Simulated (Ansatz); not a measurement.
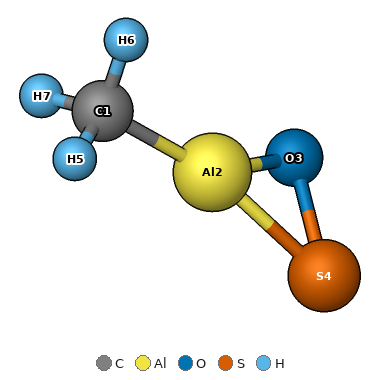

The system is CH3AlOS, SMILES [CH3][Al]1[O][S]1; the picture shows the reference structure. 
- The first coordinate is: bond length C1–Al2; the second: angle Al2–C1–H7.
- Nothing is relaxed (all other coordinates rigid).
- Grid: 15 × 15 points.
- Points are written as (first, second).
- Energies: eV, counted from the lowest grid point.
- The reference is spin-restricted, which grows unreliable where a bond is stretched far.
- Theory: Ansatz, RKS PBE0-D4/def2-TZVP.

Its coordinates:

```
atom    x (Å)    y (Å)    z (Å)
   C  -0.5478   0.9226  -0.3931
  Al   0.3129  -0.6786   0.2379
   O   1.6941  -1.2738   1.0602
   S   0.6833  -2.7118   0.6413
   H  -1.4664   0.6933  -0.9359
   H  -0.7966   1.5741   0.4484
   H   0.1205   1.4744  -1.0587
```

Range: bond length C1–Al2 from 1.578 to 2.886 Å; angle Al2–C1–H7 from 85.3 to 135.3°.

### Predict the map.

The lowest grid point is at (1.952 Å, 110.3°). No other kind of well shows on this grid. The highest grid point, (2.886 Å, 85.3°), lies 2.65 eV above the lowest.

| angle Al2–C1–H7 ↓, bond length C1–Al2 → | 1.578 | 1.671 | 1.765 | 1.858 | 1.952 | 2.045 | 2.139 | 2.232 | 2.326 | 2.419 | 2.513 | 2.606 | 2.699 | 2.793 | 2.886 |
| --- | --- | --- | --- | --- | --- | --- | --- | --- | --- | --- | --- | --- | --- | --- | --- |
| 135.3 | 1.83 | 0.97 | 0.50 | 0.30 | 0.28 | 0.38 | 0.56 | 0.79 | 1.04 | 1.31 | 1.58 | 1.86 | 2.12 | 2.39 | 2.63 |
| 131.7 | 1.78 | 0.91 | 0.43 | 0.23 | 0.20 | 0.30 | 0.48 | 0.71 | 0.97 | 1.23 | 1.51 | 1.79 | 2.06 | 2.33 | 2.58 |
| 128.1 | 1.74 | 0.86 | 0.38 | 0.17 | 0.14 | 0.24 | 0.42 | 0.64 | 0.90 | 1.17 | 1.45 | 1.73 | 2.00 | 2.27 | 2.53 |
| 124.5 | 1.71 | 0.82 | 0.33 | 0.12 | 0.09 | 0.19 | 0.36 | 0.59 | 0.85 | 1.12 | 1.40 | 1.68 | 1.96 | 2.23 | 2.49 |
| 121.0 | 1.68 | 0.79 | 0.30 | 0.08 | 0.05 | 0.15 | 0.32 | 0.55 | 0.81 | 1.08 | 1.37 | 1.65 | 1.93 | 2.20 | 2.46 |
| 117.4 | 1.66 | 0.77 | 0.27 | 0.06 | 0.02 | 0.12 | 0.29 | 0.52 | 0.78 | 1.05 | 1.34 | 1.62 | 1.90 | 2.18 | 2.44 |
| 113.8 | 1.65 | 0.76 | 0.26 | 0.04 | 0.01 | 0.10 | 0.28 | 0.50 | 0.76 | 1.04 | 1.32 | 1.61 | 1.89 | 2.16 | 2.43 |
| 110.3 | 1.64 | 0.75 | 0.25 | 0.03 | 0.00 | 0.09 | 0.27 | 0.50 | 0.76 | 1.03 | 1.32 | 1.60 | 1.89 | 2.16 | 2.42 |
| 106.7 | 1.65 | 0.75 | 0.26 | 0.04 | 0.01 | 0.10 | 0.28 | 0.51 | 0.77 | 1.04 | 1.32 | 1.61 | 1.89 | 2.17 | 2.43 |
| 103.1 | 1.66 | 0.77 | 0.27 | 0.05 | 0.02 | 0.12 | 0.30 | 0.52 | 0.79 | 1.06 | 1.34 | 1.63 | 1.91 | 2.18 | 2.44 |
| 99.5 | 1.68 | 0.79 | 0.30 | 0.08 | 0.05 | 0.15 | 0.33 | 0.56 | 0.82 | 1.09 | 1.37 | 1.66 | 1.93 | 2.21 | 2.47 |
| 96.0 | 1.70 | 0.82 | 0.33 | 0.12 | 0.09 | 0.19 | 0.37 | 0.60 | 0.86 | 1.13 | 1.41 | 1.69 | 1.97 | 2.24 | 2.50 |
| 92.4 | 1.74 | 0.86 | 0.38 | 0.17 | 0.15 | 0.24 | 0.43 | 0.65 | 0.91 | 1.18 | 1.46 | 1.74 | 2.02 | 2.29 | 2.54 |
| 88.8 | 1.79 | 0.92 | 0.44 | 0.23 | 0.21 | 0.31 | 0.49 | 0.72 | 0.98 | 1.25 | 1.53 | 1.80 | 2.08 | 2.34 | 2.59 |
| 85.3 | 1.85 | 0.98 | 0.51 | 0.30 | 0.29 | 0.39 | 0.57 | 0.80 | 1.06 | 1.33 | 1.60 | 1.88 | 2.14 | 2.41 | 2.65 |

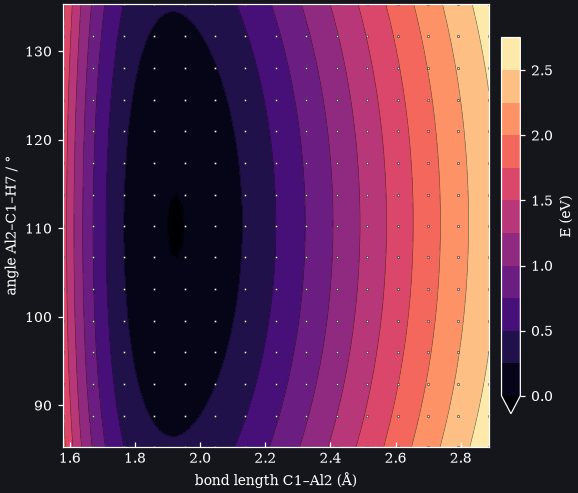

The picture shows filled contours, dots at the grid points. Between grid points the surface is interpolated.

Each point was launched as `ansatz run input.yaml --threads 1 --pin off --max-ram 2560MiB --backend cpu --events-out ev --progress --plain --runs-dir out`. Time for the 225 points that were run: 37 min on 1 thread of Arm Neoverse N1 (shared host).
